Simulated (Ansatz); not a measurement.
Reaction (SMILES): C#CC + 4 [H][H] (H2) → 3 C (CH4)
B3LYP-D3(BJ)/def2-TZVP geometries, fixed; electronic energies without zero-point terms.

Basis-set convergence of the energy of full hydrogenation at HF with Ansatz (a program for electronic structure). Cartesian d functions, on some or all atoms, in 6-31G**; all else is spherical. No added dispersion term, no relativity. Functions are those of the species that has most. Reference: the value in def2-QZVPPD, -124.63 kcal/mol, itself unsure by roughly 0.09 kcal/mol (its mean distance from pcseg-3, def2-QZVPP, cc-pVQZ). Deviations are taken from unrounded values.

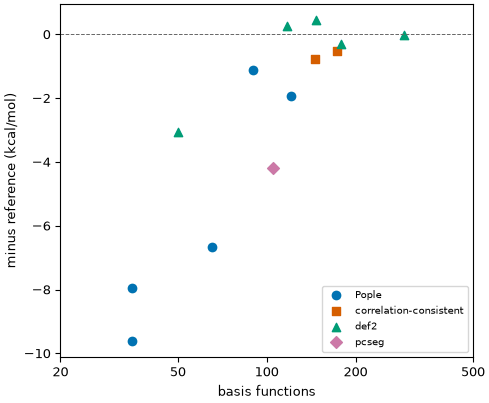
*Deviation from the reference against the number of basis functions, by family of sets.*

```csv
basis,functions,energy of full hydrogenation (kcal/mol),minus reference (kcal/mol)
3-21G,35,-134.24,-9.61
6-31G,35,-132.58,-7.95
def2-SV(P),50,-127.70,-3.08
6-31G**,65,-131.30,-6.67
6-311+G**,90,-125.75,-1.12
aug-pcseg-1,105,-128.82,-4.19
def2-TZVP,117,-124.36,0.27
"6-311++G(2d,2p)",121,-126.55,-1.92
cc-pVTZ,146,-125.39,-0.76
def2-TZVPD,147,-124.18,0.44
jun-cc-pV(T+d)Z,173,-125.15,-0.52
def2-TZVPPD,179,-124.92,-0.29
def2-QZVPP,291,-124.65,-0.02
```
